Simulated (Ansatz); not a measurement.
**ClF₂H₅NPTi: density, localisation and related maps**

Input

```
crystal:
  periodic: [false, false, false]
  atoms:
    - { symbol: Ti, position_ang: [0.313517, 0.497939, -0.500604] }
    - { symbol: "N", position_ang: [0.43914, -0.066745, 2.689273] }
    - { symbol: H, position_ang: [-0.422012, -0.530798, 2.9419] }
    - { symbol: H, position_ang: [1.200851, -0.525816, 3.168993] }
    - { symbol: Cl, position_ang: [1.965487, -0.930249, -0.622071] }
    - { symbol: F, position_ang: [0.109922, 1.272251, -2.025098] }
    - { symbol: F, position_ang: [-1.223887, -0.127793, -0.012828] }
    - { symbol: P, position_ang: [0.873796, 2.379333, 0.92359] }
    - { symbol: H, position_ang: [2.135778, 1.797867, 1.197706] }
    - { symbol: H, position_ang: [1.342913, 3.185788, -0.146306] }
    - { symbol: H, position_ang: [0.380196, 0.901723, 3.039645] }
basis:
  gaussian: { orbitals: def2-SVP }
hamiltonian:
  xc: { name: BHLYP }
  dispersion: d4
relax:
  f_tol: 0.03
  max_steps: 50
output:
  orbitals: {}
```

Launched as:

```sh
ansatz run input.yaml --threads 4 --pin off --max-ram 5120MiB --backend cpu --events-out ev --progress --plain --runs-dir out
```

The fields are those of the run's last geometry, not of the input's.

Level of theory: Ansatz 0.2.0, RKS BHLYP-D4/def2-SVP.

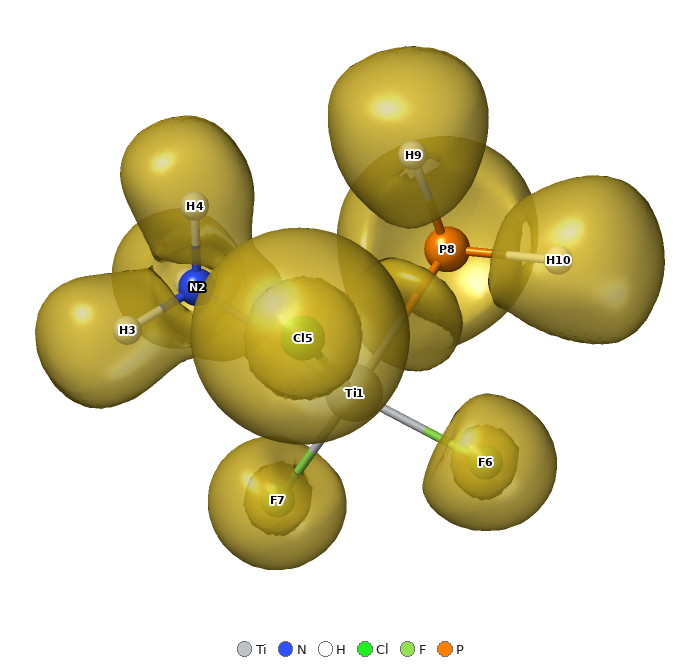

Figure 1. Isosurface of the electron localisation function at 0.75 (yellow), seen at a tilt. Core shells and regions of very low density are left out.

> Describe the localisation domains.

The surface consists of one region wrapped around Cl (its valence shell), two regions wrapped around F (the valence shell of each), one joined region spread over several atoms (H, N), in which their bonds and any lone pairs are merged and one joined region spread over several atoms (H, P), in which their bonds and any lone pairs are merged. Profiles from the grid: Ti–F (1.73 Å): the ELF peaks at about 0.85 in the valence shell of F, 0.5 Å from its nucleus, and drops to about 0.25 between the two atoms. Ti–Cl (2.23 Å): the ELF peaks at about 0.85 in the valence shell of Cl, 0.8 Å from its nucleus, and is about 0.40 at the midpoint.

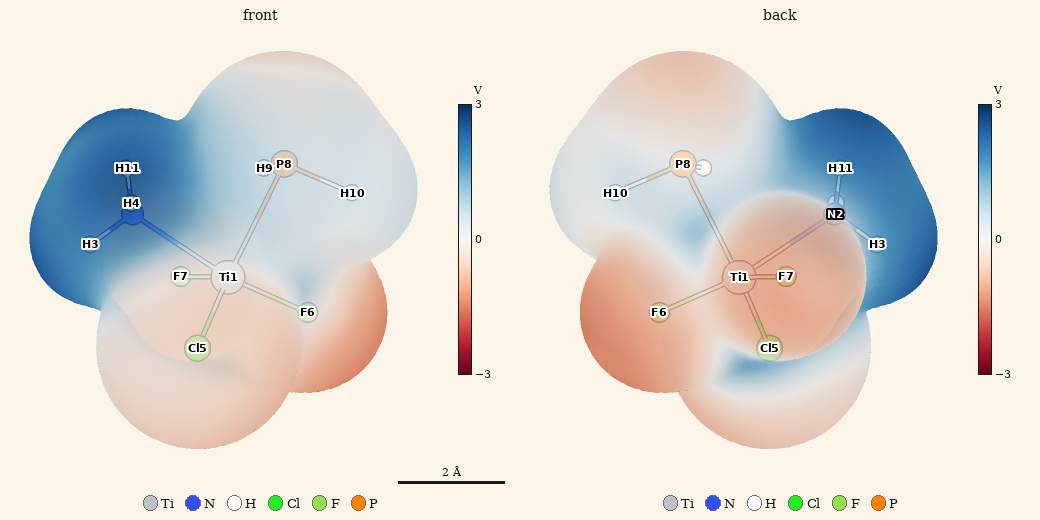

Figure 2. The electrostatic potential painted on the density surface at 0.002 e/bohr³, seen from the front and from behind; the colour scale runs from red (negative) to blue (positive).

> Where is the surface potential most negative and most positive?

The most negative region (about −1.4 V, or −32 kcal/mol for a unit charge) lies over F6, the most positive (about +2.6 V, or +60 kcal/mol for a unit charge) over H3, H4 and H11.

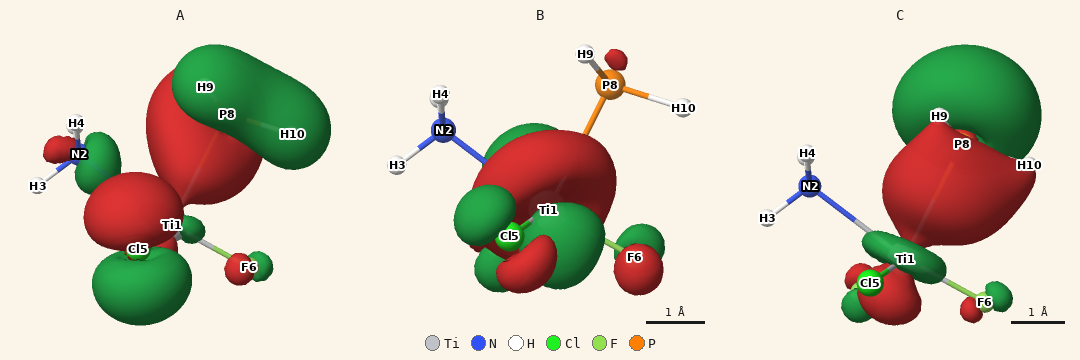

Figure 3. Three frontier orbitals at ±0.1 Å⁻³ᐟ² (green and red are the two phases), in no order.

> Order the three orbitals by energy and name them.

A is the HOMO−1 (−9.80 eV). Its weight (Hirshfeld) is mainly on P8 (about 45 %), Cl5 (about 25 %), Ti1 (about 10 %), H10 (about 5 %) and H9 (about 5 %); largely a combination of lone pairs on P8 and Cl5. C is the HOMO (−8.12 eV). Its weight (Hirshfeld) is mainly on P8 (about 65 %) and Ti1 (about 20 %). B is the LUMO (−1.21 eV). It lies mainly on Ti1 (about 80 %) and Cl5 (about 5 %).

> What is the HOMO–LUMO gap?

6.91 eV between the orbital energies.
